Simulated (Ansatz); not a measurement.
## Run report: C₂H₁₀Al₂Si, molecular dynamics (part 2 of 4)

Continued. System: C₂H₁₀Al₂Si. Method: UHF/6-31G (Ansatz 0.2.0). It belongs to a series of runs on one base structure; here: dynamics from the start.

Geometry of the input (Å):
```
C  -0.2796  -1.3097  2.0743
C  0.8288  -1.8975  1.1857
Al 0.9628  -1.1900  -0.6833
Al -0.7162  0.5326  -1.7137
Si -0.4730  3.0164  -1.6314
H  -0.1598  -0.2385  2.2079
H  -0.2806  -1.7569  3.0641
H  -1.2642  -1.4761  1.6465
H  0.7085  -2.9804  1.1114
H  1.8012  -1.7569  1.6606
H  2.1865  -1.7500  -1.5783
H  -2.0430  0.0338  -2.4854
H  -0.5917  3.6353  -2.9921
H  -1.5437  3.6283  -0.7758
H  0.8422  3.4590  -1.0611
```

## The program's output, continued
```
md step   150: t =    75.00 fs  T =  1654.5 K  F+E_penalty+E_count = -23240.40865261 eV  E_kin = 3.208005 eV  (28 SCF iters)
md step   151: t =    75.50 fs  T =  1594.6 K  F+E_penalty+E_count = -23240.29455022 eV  E_kin = 3.091854 eV  (29 SCF iters)
md step   152: t =    76.00 fs  T =  1500.8 K  F+E_penalty+E_count = -23240.17266030 eV  E_kin = 2.909825 eV  (30 SCF iters)
md step   153: t =    76.50 fs  T =  1219.4 K  F+E_penalty+E_count = -23240.04462693 eV  E_kin = 2.364327 eV  (29 SCF iters)
md step   154: t =    77.00 fs  T =  1200.3 K  F+E_penalty+E_count = -23239.91209378 eV  E_kin = 2.327354 eV  (29 SCF iters)
md step   155: t =    77.50 fs  T =  1064.7 K  F+E_penalty+E_count = -23239.76750136 eV  E_kin = 2.064316 eV  (30 SCF iters)
md step   156: t =    78.00 fs  T =  1017.1 K  F+E_penalty+E_count = -23239.61281301 eV  E_kin = 1.972136 eV  (30 SCF iters)
md step   157: t =    78.50 fs  T =  1038.0 K  F+E_penalty+E_count = -23239.47177303 eV  E_kin = 2.012614 eV  (31 SCF iters)
md step   158: t =    79.00 fs  T =  1020.7 K  F+E_penalty+E_count = -23239.35936255 eV  E_kin = 1.979089 eV  (29 SCF iters)
md step   159: t =    79.50 fs  T =   988.8 K  F+E_penalty+E_count = -23239.28962592 eV  E_kin = 1.917174 eV  (29 SCF iters)
md step   160: t =    80.00 fs  T =   941.3 K  F+E_penalty+E_count = -23239.27428913 eV  E_kin = 1.825058 eV  (30 SCF iters)
md step   161: t =    80.50 fs  T =   909.5 K  F+E_penalty+E_count = -23239.30532571 eV  E_kin = 1.763494 eV  (30 SCF iters)
md step   162: t =    81.00 fs  T =   900.7 K  F+E_penalty+E_count = -23239.35762666 eV  E_kin = 1.746436 eV  (30 SCF iters)
md step   163: t =    81.50 fs  T =   984.1 K  F+E_penalty+E_count = -23239.42429715 eV  E_kin = 1.908114 eV  (30 SCF iters)
md step   164: t =    82.00 fs  T =  1023.8 K  F+E_penalty+E_count = -23239.48623782 eV  E_kin = 1.984965 eV  (30 SCF iters)
md step   165: t =    82.50 fs  T =  1006.1 K  F+E_penalty+E_count = -23239.52113511 eV  E_kin = 1.950663 eV  (30 SCF iters)
md step   166: t =    83.00 fs  T =   986.7 K  F+E_penalty+E_count = -23239.52997050 eV  E_kin = 1.913185 eV  (30 SCF iters)
md step   167: t =    83.50 fs  T =  1000.0 K  F+E_penalty+E_count = -23239.52845847 eV  E_kin = 1.938902 eV  (29 SCF iters)
md step   168: t =    84.00 fs  T =  1000.5 K  F+E_penalty+E_count = -23239.51659580 eV  E_kin = 1.939876 eV  (30 SCF iters)
md step   169: t =    84.50 fs  T =   980.9 K  F+E_penalty+E_count = -23239.49358665 eV  E_kin = 1.901964 eV  (30 SCF iters)
md step   170: t =    85.00 fs  T =   956.5 K  F+E_penalty+E_count = -23239.47788801 eV  E_kin = 1.854469 eV  (28 SCF iters)
md step   171: t =    85.50 fs  T =   977.5 K  F+E_penalty+E_count = -23239.46766983 eV  E_kin = 1.895220 eV  (39 SCF iters)
md step   172: t =    86.00 fs  T =   962.2 K  F+E_penalty+E_count = -23239.46253746 eV  E_kin = 1.865516 eV  (29 SCF iters)
md step   173: t =    86.50 fs  T =   936.7 K  F+E_penalty+E_count = -23239.47829158 eV  E_kin = 1.816112 eV  (28 SCF iters)
md step   174: t =    87.00 fs  T =   878.3 K  F+E_penalty+E_count = -23239.51464361 eV  E_kin = 1.702964 eV  (28 SCF iters)
md step   175: t =    87.50 fs  T =   857.7 K  F+E_penalty+E_count = -23239.55951595 eV  E_kin = 1.663072 eV  (28 SCF iters)
md step   176: t =    88.00 fs  T =   882.7 K  F+E_penalty+E_count = -23239.60799365 eV  E_kin = 1.711484 eV  (28 SCF iters)
md step   177: t =    88.50 fs  T =   876.9 K  F+E_penalty+E_count = -23239.64600706 eV  E_kin = 1.700238 eV  (28 SCF iters)
md step   178: t =    89.00 fs  T =   890.7 K  F+E_penalty+E_count = -23239.66427251 eV  E_kin = 1.726980 eV  (28 SCF iters)
md step   179: t =    89.50 fs  T =   830.2 K  F+E_penalty+E_count = -23239.68337086 eV  E_kin = 1.609730 eV  (27 SCF iters)
md step   180: t =    90.00 fs  T =   859.3 K  F+E_penalty+E_count = -23239.72247241 eV  E_kin = 1.666139 eV  (30 SCF iters)
md step   181: t =    90.50 fs  T =   915.8 K  F+E_penalty+E_count = -23239.78246389 eV  E_kin = 1.775732 eV  (28 SCF iters)
md step   182: t =    91.00 fs  T =  1034.7 K  F+E_penalty+E_count = -23239.84294568 eV  E_kin = 2.006121 eV  (29 SCF iters)
md step   183: t =    91.50 fs  T =  1041.0 K  F+E_penalty+E_count = -23239.89060904 eV  E_kin = 2.018321 eV  (29 SCF iters)
md step   184: t =    92.00 fs  T =  1058.4 K  F+E_penalty+E_count = -23239.93058307 eV  E_kin = 2.052051 eV  (29 SCF iters)
md step   185: t =    92.50 fs  T =  1116.9 K  F+E_penalty+E_count = -23239.95370973 eV  E_kin = 2.165496 eV  (28 SCF iters)
md step   186: t =    93.00 fs  T =  1084.5 K  F+E_penalty+E_count = -23239.95948261 eV  E_kin = 2.102825 eV  (28 SCF iters)
md step   187: t =    93.50 fs  T =  1104.5 K  F+E_penalty+E_count = -23239.95803488 eV  E_kin = 2.141481 eV  (29 SCF iters)
md step   188: t =    94.00 fs  T =  1109.1 K  F+E_penalty+E_count = -23239.96324670 eV  E_kin = 2.150361 eV  (29 SCF iters)
md step   189: t =    94.50 fs  T =  1126.3 K  F+E_penalty+E_count = -23239.99150133 eV  E_kin = 2.183783 eV  (29 SCF iters)
md step   190: t =    95.00 fs  T =  1196.7 K  F+E_penalty+E_count = -23240.04616446 eV  E_kin = 2.320251 eV  (31 SCF iters)
md step   191: t =    95.50 fs  T =  1242.3 K  F+E_penalty+E_count = -23240.11592265 eV  E_kin = 2.408640 eV  (29 SCF iters)
md step   192: t =    96.00 fs  T =  1337.6 K  F+E_penalty+E_count = -23240.19310861 eV  E_kin = 2.593406 eV  (29 SCF iters)
md step   193: t =    96.50 fs  T =  1289.4 K  F+E_penalty+E_count = -23240.26999083 eV  E_kin = 2.500005 eV  (30 SCF iters)
md step   194: t =    97.00 fs  T =  1335.1 K  F+E_penalty+E_count = -23240.33785183 eV  E_kin = 2.588669 eV  (31 SCF iters)
md step   195: t =    97.50 fs  T =  1224.6 K  F+E_penalty+E_count = -23240.37296772 eV  E_kin = 2.374458 eV  (31 SCF iters)
md step   196: t =    98.00 fs  T =  1225.4 K  F+E_penalty+E_count = -23240.36447505 eV  E_kin = 2.375918 eV  (31 SCF iters)
md step   197: t =    98.50 fs  T =  1099.6 K  F+E_penalty+E_count = -23240.32590888 eV  E_kin = 2.132001 eV  (30 SCF iters)
md step   198: t =    99.00 fs  T =  1057.3 K  F+E_penalty+E_count = -23240.27835926 eV  E_kin = 2.049967 eV  (57 SCF iters)
md step   199: t =    99.50 fs  T =  1105.2 K  F+E_penalty+E_count = -23240.24376209 eV  E_kin = 2.142952 eV  (29 SCF iters)
md step   200: t =   100.00 fs  T =  1220.6 K  F+E_penalty+E_count = -23240.22568155 eV  E_kin = 2.366580 eV  (30 SCF iters)
md step   201: t =   100.50 fs  T =  1230.7 K  F+E_penalty+E_count = -23240.19945908 eV  E_kin = 2.386199 eV  (30 SCF iters)
md step   202: t =   101.00 fs  T =  1256.1 K  F+E_penalty+E_count = -23240.17442532 eV  E_kin = 2.435533 eV  (30 SCF iters)
md step   203: t =   101.50 fs  T =  1269.2 K  F+E_penalty+E_count = -23240.17660737 eV  E_kin = 2.460934 eV  (30 SCF iters)
md step   204: t =   102.00 fs  T =  1356.4 K  F+E_penalty+E_count = -23240.22125983 eV  E_kin = 2.629906 eV  (29 SCF iters)
md step   205: t =   102.50 fs  T =  1341.8 K  F+E_penalty+E_count = -23240.30040220 eV  E_kin = 2.601683 eV  (28 SCF iters)
md step   206: t =   103.00 fs  T =  1328.5 K  F+E_penalty+E_count = -23240.39098799 eV  E_kin = 2.575893 eV  (27 SCF iters)
md step   207: t =   103.50 fs  T =  1315.3 K  F+E_penalty+E_count = -23240.47365502 eV  E_kin = 2.550210 eV  (28 SCF iters)
md step   208: t =   104.00 fs  T =  1323.5 K  F+E_penalty+E_count = -23240.54161439 eV  E_kin = 2.566170 eV  (28 SCF iters)
md step   209: t =   104.50 fs  T =  1322.9 K  F+E_penalty+E_count = -23240.60168422 eV  E_kin = 2.564946 eV  (29 SCF iters)
md step   210: t =   105.00 fs  T =  1366.6 K  F+E_penalty+E_count = -23240.66622765 eV  E_kin = 2.649693 eV  (29 SCF iters)
md step   211: t =   105.50 fs  T =  1398.0 K  F+E_penalty+E_count = -23240.75063275 eV  E_kin = 2.710523 eV  (29 SCF iters)
md step   212: t =   106.00 fs  T =  1488.8 K  F+E_penalty+E_count = -23240.86408711 eV  E_kin = 2.886568 eV  (28 SCF iters)
md step   213: t =   106.50 fs  T =  1519.4 K  F+E_penalty+E_count = -23240.99131545 eV  E_kin = 2.945904 eV  (28 SCF iters)
md step   214: t =   107.00 fs  T =  1582.2 K  F+E_penalty+E_count = -23241.11212376 eV  E_kin = 3.067775 eV  (28 SCF iters)
md step   215: t =   107.50 fs  T =  1633.3 K  F+E_penalty+E_count = -23241.20533198 eV  E_kin = 3.166862 eV  (27 SCF iters)
md step   216: t =   108.00 fs  T =  1580.5 K  F+E_penalty+E_count = -23241.24956697 eV  E_kin = 3.064418 eV  (27 SCF iters)
md step   217: t =   108.50 fs  T =  1606.2 K  F+E_penalty+E_count = -23241.23129996 eV  E_kin = 3.114329 eV  (27 SCF iters)
md step   218: t =   109.00 fs  T =  1502.5 K  F+E_penalty+E_count = -23241.14958133 eV  E_kin = 2.913149 eV  (27 SCF iters)
md step   219: t =   109.50 fs  T =  1530.0 K  F+E_penalty+E_count = -23241.05238399 eV  E_kin = 2.966466 eV  (27 SCF iters)
md step   220: t =   110.00 fs  T =  1506.5 K  F+E_penalty+E_count = -23240.96091980 eV  E_kin = 2.921024 eV  (26 SCF iters)
md step   221: t =   110.50 fs  T =  1499.4 K  F+E_penalty+E_count = -23240.87541803 eV  E_kin = 2.907209 eV  (27 SCF iters)
md step   222: t =   111.00 fs  T =  1407.8 K  F+E_penalty+E_count = -23240.79301747 eV  E_kin = 2.729565 eV  (27 SCF iters)
md step   223: t =   111.50 fs  T =  1352.6 K  F+E_penalty+E_count = -23240.71124612 eV  E_kin = 2.622466 eV  (26 SCF iters)
md step   224: t =   112.00 fs  T =  1448.6 K  F+E_penalty+E_count = -23240.64148249 eV  E_kin = 2.808653 eV  (26 SCF iters)
md step   225: t =   112.50 fs  T =  1410.5 K  F+E_penalty+E_count = -23240.57408331 eV  E_kin = 2.734726 eV  (26 SCF iters)
md step   226: t =   113.00 fs  T =  1446.1 K  F+E_penalty+E_count = -23240.50771869 eV  E_kin = 2.803879 eV  (26 SCF iters)
md step   227: t =   113.50 fs  T =  1475.9 K  F+E_penalty+E_count = -23240.45645522 eV  E_kin = 2.861705 eV  (28 SCF iters)
md step   228: t =   114.00 fs  T =  1439.7 K  F+E_penalty+E_count = -23240.41227436 eV  E_kin = 2.791448 eV  (27 SCF iters)
md step   229: t =   114.50 fs  T =  1392.5 K  F+E_penalty+E_count = -23240.35580408 eV  E_kin = 2.699880 eV  (27 SCF iters)
md step   230: t =   115.00 fs  T =  1329.2 K  F+E_penalty+E_count = -23240.29072311 eV  E_kin = 2.577098 eV  (27 SCF iters)
md step   231: t =   115.50 fs  T =  1285.6 K  F+E_penalty+E_count = -23240.22281962 eV  E_kin = 2.492628 eV  (26 SCF iters)
md step   232: t =   116.00 fs  T =  1292.3 K  F+E_penalty+E_count = -23240.14168635 eV  E_kin = 2.505729 eV  (26 SCF iters)
md step   233: t =   116.50 fs  T =  1295.5 K  F+E_penalty+E_count = -23240.02586870 eV  E_kin = 2.511854 eV  (27 SCF iters)
md step   234: t =   117.00 fs  T =  1178.1 K  F+E_penalty+E_count = -23239.90227785 eV  E_kin = 2.284218 eV  (28 SCF iters)
md step   235: t =   117.50 fs  T =  1146.7 K  F+E_penalty+E_count = -23239.80614651 eV  E_kin = 2.223266 eV  (26 SCF iters)
md step   236: t =   118.00 fs  T =  1107.6 K  F+E_penalty+E_count = -23239.74906535 eV  E_kin = 2.147594 eV  (26 SCF iters)
md step   237: t =   118.50 fs  T =  1156.6 K  F+E_penalty+E_count = -23239.74970987 eV  E_kin = 2.242582 eV  (26 SCF iters)
md step   238: t =   119.00 fs  T =  1115.6 K  F+E_penalty+E_count = -23239.80516717 eV  E_kin = 2.163079 eV  (26 SCF iters)
md step   239: t =   119.50 fs  T =  1162.8 K  F+E_penalty+E_count = -23239.91679740 eV  E_kin = 2.254649 eV  (27 SCF iters)
md step   240: t =   120.00 fs  T =  1275.8 K  F+E_penalty+E_count = -23240.07486743 eV  E_kin = 2.473685 eV  (39 SCF iters)
md step   241: t =   120.50 fs  T =  1383.8 K  F+E_penalty+E_count = -23240.24039973 eV  E_kin = 2.683131 eV  (26 SCF iters)
md step   242: t =   121.00 fs  T =  1589.8 K  F+E_penalty+E_count = -23240.38487675 eV  E_kin = 3.082376 eV  (27 SCF iters)
md step   243: t =   121.50 fs  T =  1656.8 K  F+E_penalty+E_count = -23240.47949667 eV  E_kin = 3.212393 eV  (28 SCF iters)
md step   244: t =   122.00 fs  T =  1715.8 K  F+E_penalty+E_count = -23240.52262428 eV  E_kin = 3.326783 eV  (28 SCF iters)
md step   245: t =   122.50 fs  T =  1730.9 K  F+E_penalty+E_count = -23240.52789393 eV  E_kin = 3.356110 eV  (27 SCF iters)
md step   246: t =   123.00 fs  T =  1851.2 K  F+E_penalty+E_count = -23240.50648255 eV  E_kin = 3.589262 eV  (27 SCF iters)
md step   247: t =   123.50 fs  T =  1782.5 K  F+E_penalty+E_count = -23240.45740507 eV  E_kin = 3.456168 eV  (27 SCF iters)
md step   248: t =   124.00 fs  T =  1823.6 K  F+E_penalty+E_count = -23240.40076813 eV  E_kin = 3.535769 eV  (26 SCF iters)
md step   249: t =   124.50 fs  T =  1905.6 K  F+E_penalty+E_count = -23240.35615879 eV  E_kin = 3.694848 eV  (27 SCF iters)
md step   250: t =   125.00 fs  T =  1868.4 K  F+E_penalty+E_count = -23240.31940791 eV  E_kin = 3.622576 eV  (28 SCF iters)
md step   251: t =   125.50 fs  T =  1875.0 K  F+E_penalty+E_count = -23240.28542682 eV  E_kin = 3.635462 eV  (28 SCF iters)
md step   252: t =   126.00 fs  T =  1826.0 K  F+E_penalty+E_count = -23240.25469079 eV  E_kin = 3.540486 eV  (28 SCF iters)
md step   253: t =   126.50 fs  T =  1696.2 K  F+E_penalty+E_count = -23240.21962000 eV  E_kin = 3.288842 eV  (28 SCF iters)
md step   254: t =   127.00 fs  T =  1734.1 K  F+E_penalty+E_count = -23240.17200744 eV  E_kin = 3.362241 eV  (28 SCF iters)
md step   255: t =   127.50 fs  T =  1798.4 K  F+E_penalty+E_count = -23240.10623717 eV  E_kin = 3.486914 eV  (28 SCF iters)
md step   256: t =   128.00 fs  T =  1877.9 K  F+E_penalty+E_count = -23240.00606713 eV  E_kin = 3.641079 eV  (28 SCF iters)
md step   257: t =   128.50 fs  T =  1866.8 K  F+E_penalty+E_count = -23239.87296335 eV  E_kin = 3.619458 eV  (27 SCF iters)
md step   258: t =   129.00 fs  T =  1819.3 K  F+E_penalty+E_count = -23239.72680766 eV  E_kin = 3.527444 eV  (29 SCF iters)
md step   259: t =   129.50 fs  T =  1771.8 K  F+E_penalty+E_count = -23239.59307783 eV  E_kin = 3.435390 eV  (30 SCF iters)
md step   260: t =   130.00 fs  T =  1757.3 K  F+E_penalty+E_count = -23239.51499416 eV  E_kin = 3.407249 eV  (29 SCF iters)
md step   261: t =   130.50 fs  T =  1731.3 K  F+E_penalty+E_count = -23239.52399913 eV  E_kin = 3.356872 eV  (30 SCF iters)
md step   262: t =   131.00 fs  T =  1755.4 K  F+E_penalty+E_count = -23239.63572542 eV  E_kin = 3.403482 eV  (30 SCF iters)
md step   263: t =   131.50 fs  T =  1890.5 K  F+E_penalty+E_count = -23239.83836939 eV  E_kin = 3.665434 eV  (30 SCF iters)
md step   264: t =   132.00 fs  T =  1966.6 K  F+E_penalty+E_count = -23240.06447788 eV  E_kin = 3.813017 eV  (29 SCF iters)
md step   265: t =   132.50 fs  T =  2224.8 K  F+E_penalty+E_count = -23240.26319468 eV  E_kin = 4.313646 eV  (30 SCF iters)
these checks for a lower state are left out or cut short: starts, cluster_reference, orbital_swaps, neighbouring_geometries, increment
1050 factors; integrals over basis functions are off by at most 1.9e-4 eV
mean field -23240.39422564 eV, -854.0687348874 hartree, gradient 3.5e-5 eV, S^2 0.000000; 0 other end points of the search recorded, 0 dependent functions left out
the calculation of the forces begins
reference -23240.39422564 eV, -854.0687348874 hartree; 31, 31 occupied and 46, 46 virtual orbitals, 1050 factors
1050 factors; integrals over basis functions are off by at most 1.9e-4 eV
mean field -23240.39422564 eV, -854.0687348874 hartree, gradient 3.5e-5 eV, S^2 0.000000; 1 other end points of the search recorded, 0 dependent functions left out
the calculation of the forces begins
reference -23240.39422564 eV, -854.0687348874 hartree; 31, 31 occupied and 46, 46 virtual orbitals, 1050 factors
md step   266: t =   133.00 fs  T =  2276.5 K  F+E_penalty+E_count = -23240.39422564 eV  E_kin = 4.413859 eV  (39 SCF iters)
```

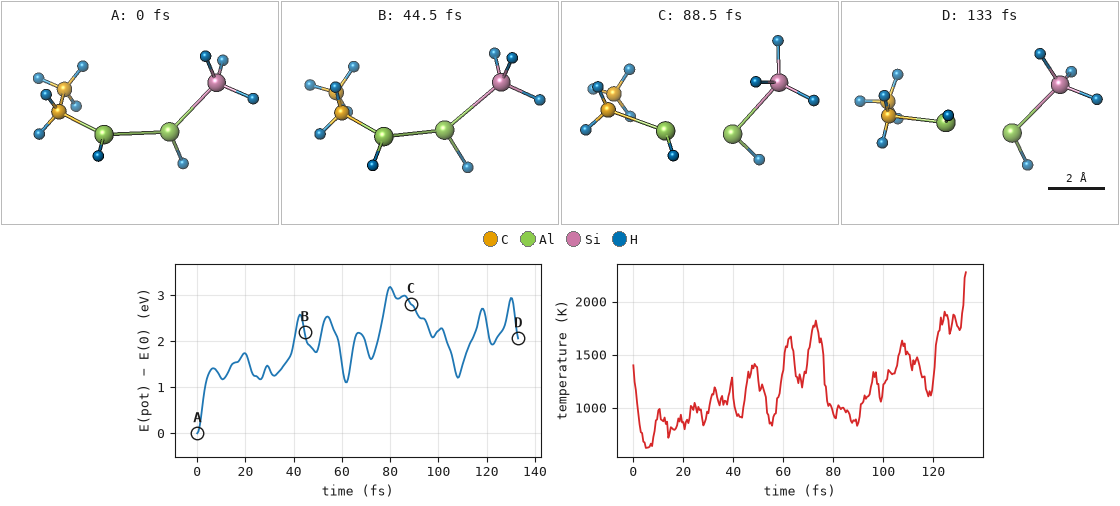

Figure 1. Frames of the molecular dynamics (ball-and-stick, seen at a tilt) above the curves, on which the letters mark them. The trajectory kept here has 267 frames over 133 fs. The temperature starts at 1400 K, ranges from 622 to 2276 K and averages 1364 K over the second half. The potential energy ends 2.063 eV above its first value. After an unweighted best fit of the last frame on the first, the root-mean-square displacement is 0.57 Å, and H11 has moved furthest (1.16 Å).

```
Total energy: -23240.39422564 eV, -854.0687348874 hartree
Atom 0 at    -0.653485    -2.795893     1.439804 Å, force    -3.423503    -1.100055     1.455597 eV/Å
Atom 1 at     0.598124    -2.917734     0.788826 Å, force     2.075008     6.066282    -2.747988 eV/Å
Atom 2 at     0.898165    -1.262437    -0.610006 Å, force     1.365054    -0.167554     0.249044 eV/Å
Atom 3 at    -0.743800     0.408508    -2.007628 Å, force     0.949820     0.313061     0.169542 eV/Å
Atom 4 at    -0.137972     2.884831    -1.583155 Å, force     1.291902    -0.843745    -0.131820 eV/Å
Atom 5 at    -0.751102    -1.976403     2.092211 Å, force    -0.196542     1.136810     0.574210 eV/Å
Atom 6 at    -0.760647    -3.649945     2.026707 Å, force    -0.312497    -1.480826     1.901080 eV/Å
Atom 7 at    -1.568864    -2.911525     0.863214 Å, force     0.294965     0.796377    -0.746967 eV/Å
Atom 8 at     0.601000    -3.642901     0.084772 Å, force     1.194399    -3.113317    -1.312472 eV/Å
Atom 9 at     1.445419    -2.582339     1.361894 Å, force     0.450654    -1.577640     0.322385 eV/Å
Atom 10 at     2.722727    -0.872957    -0.726832 Å, force    -1.914970    -0.330170    -0.006108 eV/Å
Atom 11 at    -1.876858     0.151079    -3.119522 Å, force    -0.017988    -0.110719     0.095733 eV/Å
Atom 12 at     0.139431     3.763951    -2.814959 Å, force     0.334495    -0.489392     0.605360 eV/Å
Atom 13 at    -1.448540     3.357542    -1.205128 Å, force    -0.895649     0.678294     0.852151 eV/Å
Atom 14 at     0.961037     2.979807    -0.404030 Å, force    -1.195149     0.222594    -1.279748 eV/Å
Dipole moment:    -0.301842    -0.330829     0.026055 e Å
```

## Trajectory as extended XYZ (Å, eV, eV/Å), 31 of the 267 frames kept, from step=0 to step=266
```
15
Properties=species:S:1:pos:R:3:forces:R:3 step=0 time_fs=0.0 energy=-23242.45764 temperature=1400.0
C    -0.2796   -1.3097    2.0743   -0.0148  -0.0031   0.0160
C     0.8288   -1.8975    1.1857    0.0172   0.0000  -0.0190
Al    0.9628   -1.1900   -0.6833   -0.0025  -0.0107   0.0060
Al   -0.7162    0.5326   -1.7137    0.0093   0.0010   0.0019
Si   -0.4730    3.0164   -1.6314    0.0083  -0.0035   0.0074
H    -0.1598   -0.2385    2.2079    0.0012  -0.0037  -0.0068
H    -0.2806   -1.7569    3.0641   -0.0065   0.0031  -0.0022
H    -1.2642   -1.4761    1.6465    0.0062   0.0024   0.0068
H     0.7085   -2.9804    1.1114    0.0035   0.0091   0.0004
H     1.8012   -1.7569    1.6606   -0.0078   0.0001  -0.0036
H     2.1865   -1.7500   -1.5783   -0.0024   0.0041  -0.0010
H    -2.0430    0.0338   -2.4854   -0.0062  -0.0046  -0.0020
H    -0.5917    3.6353   -2.9921    0.0014   0.0002  -0.0066
H    -1.5437    3.6283   -0.7758   -0.0045   0.0035   0.0037
H     0.8422    3.4590   -1.0611   -0.0025   0.0021  -0.0008
```
